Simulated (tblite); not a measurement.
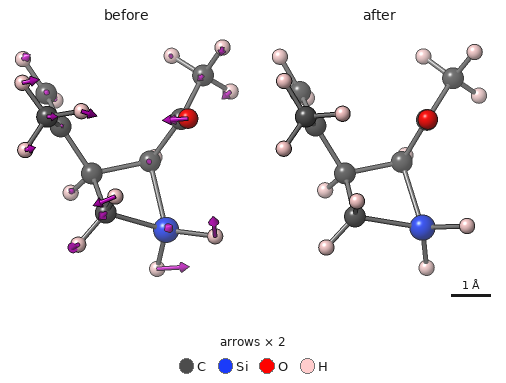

The structure of C$_{8}$H$_{14}$OSi before (left) and after (right) a relaxation, at one scale. The purple arrows give the displacements, 2 times their true length.

Style: ball-and-stick. Shown at a tilt.

Method: tblite, GFN2-xTB geometry optimisation, gas phase. 

**Describe what moved and what it gained.**

The energy falls by 11.1 kcal/mol in 83 geometry steps. An H atom moves most after the best rigid fit: 0.47 Å. Largest moves by element: H 0.47 Å, O 0.35 Å, C 0.19 Å, Si 0.18 Å. Some distances before and after: C–C 1.556 → 1.483 Å, C–Si 1.902 → 1.935 Å, H–Si 1.487 → 1.455 Å, C–C 1.351 → 1.326 Å. Among the angles between lasting bonds that change: Si–C–H 111.0° → 120.3°, C–C–C 119.8° → 113.6°, Si–C–H 114.7° → 120.3°.
